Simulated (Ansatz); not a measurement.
# Ca3SiS (model cell, started as antiperovskite): following an unstable mode, part 3 of 3

Which phase does Ca3SiS (model cell, started as antiperovskite) fall into along its unstable mode, and how much energy does it gain?

Ansatz 0.2.0; DFT PBEsol, scalar-relativistic, plane waves, PAW; PAW set soft_1.

So far. Step 5 (Energy along the mode, all amplitudes (two of the runs …): The lowest of the steps tried is the last one, at 0.6 Å, 88.1 meV/atom below the parent; the bottom of the well need not coincide with a step. Step 7 (The new phase in its own primitive cell): The largest force component left is 0.083 meV/Å and the pressure is -0.001 GPa, within the tolerances set. The cell now holds 27.07 Å³/atom. The relaxed cell has a = 7.208, c = 10.420 Å (conventional setting).

The structure was built from a prototype and need not be the compound's stable phase.

### 8. Modes of the new phase, k-mesh 6×6×6, occupations fixed

A relaxed structure may still be a saddle point, so its zone-centre modes are computed. The response to a homogeneous field gives the Born charges and the dielectric tensor.

input.yaml reads:

```yaml
crystal:
  lattice:
    - [-3.6041065963, 3.6041065963, 5.2099537936]
    - [3.6041065963, -3.6041065963, 5.2099537936]
    - [3.6041065963, 3.6041065963, -5.2099537936]
  atoms:
    - { symbol: Si, position: [0.75, 0.25, 0.5] }
    - { symbol: Si, position: [0.25, 0.75, 0.5] }
    - { symbol: S, position: [0.0, 0.0, 0.0] }
    - { symbol: S, position: [0.5, 0.5, 0.0] }
    - { symbol: Ca, position: [0.3322706426, 0.8322706426, 0.1645412852] }
    - { symbol: Ca, position: [0.6677293574, 0.1677293574, 0.8354587148] }
    - { symbol: Ca, position: [0.75, 0.75, 0.0] }
    - { symbol: Ca, position: [0.25, 0.25, 0.0] }
    - { symbol: Ca, position: [0.8322706426, 0.6677293574, 0.5] }
    - { symbol: Ca, position: [0.1677293574, 0.3322706426, 0.5] }
kpoints:
  mp_grid: { grid: [6, 6, 6] }
hamiltonian:
  xc: pbesol
  pseudopotentials: { kind: paw, azcp: { folder: soft_1 }, xc_functional: pbe }
scf:
  occupations: { method: fixed }
output:
  eigenvalues: true
phonons:
  method: dfpt
  dielectric: true
  rigid_motions: translations
```

Started as:

```console
$ ansatz run input.yaml --threads 8 --pin off --max-ram 16384MiB --backend cpu --events-out ev --progress --plain --runs-dir out
```

Numbers of over 12 decimals in the logs are rounded to 6 here.

The program printed:

```text
[...]
Crystal: 10 atoms, lattice volume = 270.701 Å³
Basis set: ecut = 420 eV, 5225 PW (Γ), exchange–correlation on 100×100×100 points (8 copies of the dense FFT grid, shifted against one another)
Bands: 50, of which v1, the nominal top of the filled ones, is band 40 counted from 1 (39 counted from 0)
Symmetry: 16 space group operations
k-points: 112 of 216 (irreducible under 1 space group operation, time reversal used)
[...]
SCF iter   1: F=—  HF=-13786.255704 eV  |F-HF|=—  |Δ(HF+E_count)|=         —  Δρ=2.88e-2  dr2=4.24e0  ethr=3.10e-3  ⟨swp⟩=6.1  Hψ=20836  notcnv=0  defer=724
[...]
SCF iter  10: F=-13784.989764 eV  HF=-13784.989764 eV  |F-HF|=2.91e-11  |Δ(HF+E_count)|=  1.09e-10  Δρ=1.25e-7  dr2=5.48e-11  ethr=1.00e-12  ⟨swp⟩=23.0  Hψ=45478  notcnv=0
SCF 1 converged in 10 iterations: F = -13784.989764 eV  dr2 = 5.48e-11
[...]
NSCF: frozen V_eff on 4 k-points
[...]
── the response to a field inside a basis, on 8×8×8 k-points: an SCF that follows is theirs, and a resumed run solves both again ──
Bands: 41, of which v1, the nominal top of the filled ones, is band 40 counted from 1 (39 counted from 0)
k-points: 56
[...]
Eigensolver: Dense (56 Hₖ)
SCF iter   1: F=—  HF=-13784.824959 eV  |F-HF|=—  |Δ(HF+E_count)|=         —  Δρ=2.26e-4  dr2=5.93e-5  ethr=1.00e-1
[...]
SCF iter   4: F=-13784.824978 eV  HF=-13784.824978 eV  |F-HF|=5.90e-9  |Δ(HF+E_count)|=   2.61e-8  Δρ=3.17e-6  dr2=3.83e-8  ethr=6.89e-10
SCF 1 converged in 4 iterations: F = -13784.824978 eV  dr2 = 3.83e-8
[...]
WARN: field response: ε∞ stands inside a basis, on 8×8×8 points; the force constants stand on the 6×6×6 k-mesh, whose period is 9.65 times the interband length at k = (0.0000, 0.0000, 0.0000), direct gap 0.452 eV, under 14: take them and everything formed from them as unconverged, and compare with a denser kpoints.mp_grid
SCF converged after 10 iterations
Free energy (F): -13784.989764 eV
[...]
Internal energy: -13784.989764 eV  (E = F + TS)
E sigma→0 (E₀):  -13784.989764 eV
Fermi energy:    6.593938 eV
[...]
--- Band table (eV; the first three rows and the last of 112) ---
  k-point 0: bands = [... 36 lower, 5.4167, 6.3018, 6.5939, 6.5939, 7.0456, 7.1899, 7.6923, 7.6923, ... 6 higher]
  k-point 1: bands = [... 36 lower, 5.5698, 5.7109, 6.2093, 6.3954, 7.2493, 7.4927, 7.6886, 7.8650, ... 6 higher]
  k-point 2: bands = [... 36 lower, 5.3316, 5.8097, 6.0907, 6.2297, 7.5305, 7.6367, 7.7386, 7.7842, ... 6 higher]
  k-point 111: bands = [... 36 lower, 5.4494, 5.8359, 6.3272, 6.3272, 7.8572, 7.8572, 8.0336, 8.0395, ... 6 higher]
--- Phonons (Γ-DFPT): 8 representative perturbations + reference, on 112 of 216 k-points (Σ response iterations 27) ---
  k mesh reduced under 1 symmetry operation, with k and −k counted as one. Each operation leaves every solved perturbation unchanged. A smaller set is not considered because the run solves the response to a homogeneous field
  ASR residual: 6.543e-5 → 0.000e0 eV/Å²; symmetrization residual: 1.844e-5 eV/Å²
  ASR residual per site (eV/Å²): 6.54e-5 6.54e-5 1.53e-5 1.53e-5 4.33e-5 4.33e-5 1.86e-5 1.86e-5 4.33e-5 4.33e-5
  Γ frequencies (cm⁻¹): -81.09 -81.09 0.00 0.00 0.00 20.29 20.29 122.40 125.22 125.22 126.44 126.44 148.26 148.26 148.29 148.82 148.82 156.40 184.35 200.52 207.39 225.49 243.82 269.12 269.12 308.75 320.94 323.71 323.71 384.73
  ε∞ (high-frequency dielectric tensor):
       13.822113    -0.000000     0.000000
       -0.000000    13.822113    -0.000000
        0.000000    -0.000000    14.296772
  softest optical mode at Γ: -81.09 cm⁻¹; the repairs (sum rule, projections) moved no ω² at Γ by more than (2.46 cm⁻¹)²
  Born effective charges Z* (e; rows j = field, columns β = displacement):
    site 0:
        -3.23246   -0.00000   -0.00000
        -0.00000   -3.23246   -0.00000
        -0.00000   -0.00000   -4.43929
    site 1:
        -3.23246    0.00000   -0.00000
        -0.00000   -3.23246   -0.00000
        -0.00000    0.00000   -4.43929
    site 2:
        -2.81072    0.46805    0.00000
        -0.46805   -2.81072    0.00000
         0.00000    0.00000   -3.10969
    site 3:
        -2.81072   -0.46805    0.00000
         0.46805   -2.81072    0.00000
        -0.00000    0.00000   -3.10969
    site 4:
         1.76504    0.19718    0.00000
         0.19718    1.76504   -0.00000
         0.00000   -0.00000    2.79450
    site 5:
         1.76504    0.19718    0.00000
         0.19718    1.76504    0.00000
         0.00000   -0.00000    2.79450
    site 6:
         2.51311    0.00000    0.00000
        -0.00000    2.51311    0.00000
         0.00000   -0.00000    1.95998
    site 7:
         2.51311    0.00000    0.00000
        -0.00000    2.51311    0.00000
         0.00000   -0.00000    1.95998
    site 8:
         1.76504   -0.19718   -0.00000
        -0.19718    1.76504    0.00000
        -0.00000   -0.00000    2.79450
    site 9:
         1.76504   -0.19718   -0.00000
        -0.19718    1.76504    0.00000
        -0.00000   -0.00000    2.79450
  Z* charge neutrality: 1.988e-2 e pre-enforcement
  solved inside a basis spanned on kpoints, on 8×8×8 k-points transformed towards the longest dipole: ε∞ is read to err by 7.7e-2, Z* by 3.7e-2 e (field_mesh: kpoints solves on kpoints); Z* is corrected for what the basis lacks
  optical modes at Γ without the LO–TO term, one row a degenerate level:
      ω (cm⁻¹)  modes    IR ((D/Å)²/amu)
        -81.09      2             0.0000
         20.29      2            27.7427
        122.40      1             0.0000
        125.22      2             0.0000
        126.44      2            35.3362
        148.26      2             0.0111
        148.29      1            14.4049
[...]
optical modes at Γ + LO–TO along q̂ = [1.0000, 0.0000, 0.0000]:
      ω (cm⁻¹)  modes    IR ((D/Å)²/amu)
[...]
optical modes at Γ + LO–TO along q̂ = [0.0000, 1.0000, 0.0000]:
      ω (cm⁻¹)  modes    IR ((D/Å)²/amu)
[...]
optical modes at Γ + LO–TO along q̂ = [0.0000, 0.0000, 1.0000]:
      ω (cm⁻¹)  modes    IR ((D/Å)²/amu)
[...]
156.18      1             1.1276
        156.40      1             0.0000
        200.52      1             0.0000
        207.39      1             0.0000
        225.49      1             0.0000
        241.75      1            42.3213
        243.82      1             0.0000
        269.12      2             1.6011
        308.75      1             0.0000
        320.94      1             0.0000
        323.71      2            22.0812
        398.77      1            25.2502
```

Run time: 4.8 min. Hardware: 8 threads of Arm Neoverse V2, shared host; peak memory 6.1 GiB.

This step gave:

| Item | Value |
| --- | --- |
| sum-rule residual before enforcement | 6.54e-5 eV/Å² |
| miss of the charge sum rule | 0.01988 e |
| estimated error of the dielectric tensor | 0.07695 |
| estimated error of the Born charges | 0.03704 e |
| point group | 4/mmm |
| highest optical mode at the zone centre (no LO-TO term) | 384.7 cm⁻¹ |
| lowest optical zone-centre mode | -81.09 cm⁻¹ |
| mean high-frequency dielectric constant | 13.98 |
| largest Born charge (third of the trace) | -3.635 e |
| top of the zone-centre spectrum with the field | 398.8 cm⁻¹ |

Patterns of degenerate modes are one choice out of their space. Modes at Γ, with each element's share of the kinetic energy (negative means imaginary):

| mode | frequency (cm⁻¹) | symmetry | Si % | S % | Ca % |
| --- | --- | --- | --- | --- | --- |
| 1 | -81.1 | Eg | 9 | 0 | 91 |
| 2 | -81.1 | Eg | 9 | 0 | 91 |
| 3 | 0.0 | acoustic | 16 | 18 | 67 |
| 4 | 0.0 | acoustic | 16 | 18 | 67 |
| 5 | 0.0 | acoustic | 16 | 18 | 67 |
| 6 | 20.3 | Eu | 19 | 2 | 79 |
| 7 | 20.3 | Eu | 19 | 2 | 79 |
| 8 | 122.4 | B1u | 0 | 0 | 100 |
| 9 | 125.2 | Eg | 28 | 0 | 72 |
| 10 | 125.2 | Eg | 28 | 0 | 72 |
| 11 | 126.4 | Eu | 36 | 7 | 58 |
| 12 | 126.4 | Eu | 36 | 7 | 58 |
| 13 | 148.3 | Eu | 29 | 31 | 40 |
| 14 | 148.3 | Eu | 29 | 31 | 40 |
| 15 | 148.3 | A2u | 0 | 27 | 73 |
| 16 | 148.8 | Eg | 63 | 0 | 37 |
| 17 | 148.8 | Eg | 63 | 0 | 37 |
| 18 | 156.4 | A1g | 0 | 0 | 100 |
| 19 | 184.3 | A2u | 84 | 3 | 13 |
| 20 | 200.5 | B2g | 26 | 0 | 74 |
| 21 | 207.4 | B2g | 74 | 0 | 26 |
| 22 | 225.5 | B1g | 0 | 0 | 100 |
| 23 | 243.8 | A2g | 0 | 0 | 100 |
| 24 | 269.1 | Eu | 0 | 93 | 7 |
| 25 | 269.1 | Eu | 0 | 93 | 7 |
| 26 | 308.8 | A1u | 0 | 100 | 0 |
| 27 | 320.9 | A2g | 0 | 0 | 100 |
| 28 | 323.7 | Eu | 0 | 50 | 50 |
| 29 | 323.7 | Eu | 0 | 50 | 50 |
| 30 | 384.7 | A2u | 0 | 52 | 48 |

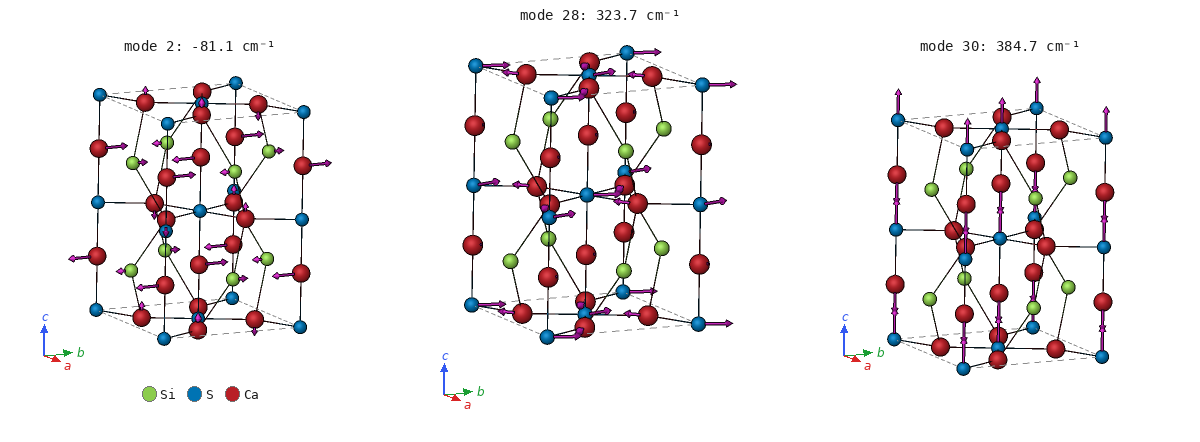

Displacement patterns of modes 2, 28 and 30 at Γ; arrows are exaggerated. Some periodic images of atoms are drawn too.

Optical modes at the zone centre, without and with the macroscopic field of the longitudinal modes; each column is sorted by frequency, so a row need not hold one and the same mode. Modes with and without the field, by row:

| rank among optical modes | no field (cm⁻¹) | q along (1, 0, 0) (cm⁻¹) | q along (0, 0, 1) (cm⁻¹) |
| --- | --- | --- | --- |
| 1 | -81.1 | -81.1 | -81.1 |
| 2 | -81.1 | -81.1 | -81.1 |
| 3 | 20.3 | 20.3 | 20.3 |
| 4 | 20.3 | 66.9 | 20.3 |
| 5 | 122.4 | 122.4 | 122.4 |
| 6 | 125.2 | 125.2 | 125.2 |
| 7 | 125.2 | 125.2 | 125.2 |
| 8 | 126.4 | 126.4 | 126.4 |
| 9 | 126.4 | 148.2 | 126.4 |
| 10 | 148.3 | 148.3 | 148.3 |
| 11 | 148.3 | 148.3 | 148.3 |
| 12 | 148.3 | 148.8 | 148.8 |
| 13 | 148.8 | 148.8 | 148.8 |
| 14 | 148.8 | 156.4 | 156.2 |
| 15 | 156.4 | 168.6 | 156.4 |
| 16 | 184.3 | 184.3 | 200.5 |
| 17 | 200.5 | 200.5 | 207.4 |
| 18 | 207.4 | 207.4 | 225.5 |
| 19 | 225.5 | 225.5 | 241.8 |
| 20 | 243.8 | 243.8 | 243.8 |
| 21 | 269.1 | 269.1 | 269.1 |
| 22 | 269.1 | 270.1 | 269.1 |
| 23 | 308.8 | 308.8 | 308.8 |
| 24 | 320.9 | 320.9 | 320.9 |
| 25 | 323.7 | 323.7 | 323.7 |
| 26 | 323.7 | 335.4 | 323.7 |
| 27 | 384.7 | 384.7 | 398.8 |

Born charge (rows field, columns displacement) (e), principal values of the symmetric part by kind of site:

| atom | atoms with these values | low | middle | high | mean |
| --- | --- | --- | --- | --- | --- |
| Si1 | 2 | -4.44 | -3.23 | -3.23 | -3.63 |
| S3 | 2 | -3.11 | -2.81 | -2.81 | -2.91 |
| Ca5 | 4 | 1.57 | 1.96 | 2.79 | 2.11 |
| Ca7 | 2 | 1.96 | 2.51 | 2.51 | 2.33 |

In full for Ca7:

```
2.51 0.00 0.00
0.00 2.51 0.00
0.00 0.00 1.96
```

High-frequency dielectric tensor:

```
13.82  0.00  0.00
 0.00 13.82  0.00
 0.00  0.00 14.30
```

Transverse modes; imaginary modes are left out. Lines of the infrared spectrum (strongest = 100):

| position (cm⁻¹) | lines merged | relative intensity |
| --- | --- | --- |
| 20 | 1 | 71 |
| 122 | 1 | 0.0 |
| 125 | 1 | 0.0 |
| 126 | 1 | 91 |
| 148 | 2 | 37 |
| 149 | 1 | 0.0 |
| 156 | 1 | 0.0 |
| 184 | 1 | 100 |
| 200 | 1 | 0.0 |
| 207 | 1 | 0.0 |
| 226 | 1 | 0.0 |
| 244 | 1 | 0.0 |
| 269 | 1 | 4.1 |
| 309 | 1 | 0.0 |
| 321 | 1 | 0.0 |
| 324 | 1 | 57 |
| 385 | 1 | 40 |

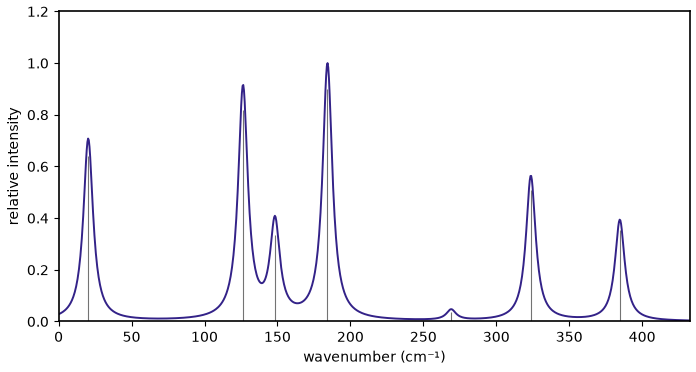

The infrared spectrum, broadened with Lorentzians of width 8 cm⁻¹; bars mark the lines.

Before it was imposed, the acoustic sum rule was missed by 6.5e-5 eV/Å² and the charge sum rule by 0.020 e. Small misses are needed for a sound result but don't prove that mesh and cutoff are converged. The lowest optical mode is imaginary, 81.1i cm⁻¹, so the energy falls along it.

The log warns of the k mesh: “the force constants stand on the 6×6×6 k-mesh, whose period is 9.65 times the interband length at k = (0.0000, 0.0000, 0.0000), direct gap 0.452 eV, under 14: take them and everything formed from them as unconverged”.

### 9. Summary of results

| Property | Result |
| --- | --- |
| unstable mode of the parent | q = (-0.5, -0.5, -0.5), 105i cm⁻¹ |
| depth at the lowest point sampled | 88.1 meV/atom |
| largest atomic shift at that point | 0.6 Å |
| space group reached (within 0.01 Å) | I4/mcm |
| energy gained over the parent (first relaxation, on the mesh of the frozen mode) | 121 meV/atom |
| volume per atom, phase reached | 27.1 Å³ |
| gap on the k-mesh, phase reached | 0.452 eV |
| lowest optical zone-centre mode, phase reached | -81.1 cm⁻¹ |
| highest optical mode at the zone centre (no LO-TO term), phase reached | 385 cm⁻¹ |

Along this mode the structure falls into I4/mcm, 121 meV/atom below the parent. At the parent's cell the well is 88.07 meV/atom deep on the steps tried, with its lowest point at a shift of 0.6 Å. That is the last step tried, so the steps alone don't bracket the bottom of the well. Relaxing atoms and cell changes the gain by +32.88 meV/atom against the lowest step (energies at zero smearing). The new phase still has an imaginary mode at the zone centre of its cell, so it is a saddle point on the way to a lower structure. Of the 4 patterns followed to their end from this parent, this one ends 42.8 meV/atom above the lowest, Imma. Another end point lies within 1 meV/atom; how such a difference moves with mesh and cutoff was not tested. Each path keeps the symmetry of its pattern, so a lower phase may lie along a pattern not tried. With the field response the log warns that the k mesh is coarse for the force constants too, so the frequencies may not be converged. With no gap, or one that is small against the smearing, the frequencies hang on the k mesh and the smearing, most of all near Kohn anomalies. In at least one run the field response is not settled by the k meshes in reach, so its dielectric tensor, Born charges and longitudinal modes are rough. The PAW files were made for PBE and serve the other functionals too. A phonon run warned that its eigensolver left some bands unconverged in a pass. The starting cell was built on a prototype and not taken from a measurement, so the phase need not exist.

[Logs are printed without paths, hosts, clocks, repeated set-up lines and the standing remarks that a program may print on its own settings, such as how far it seeks lower states.]

[Hosts, paths, dates, database ids (printed as entryN), source tags and the programs' standing remarks are cut or masked in the printed files.]
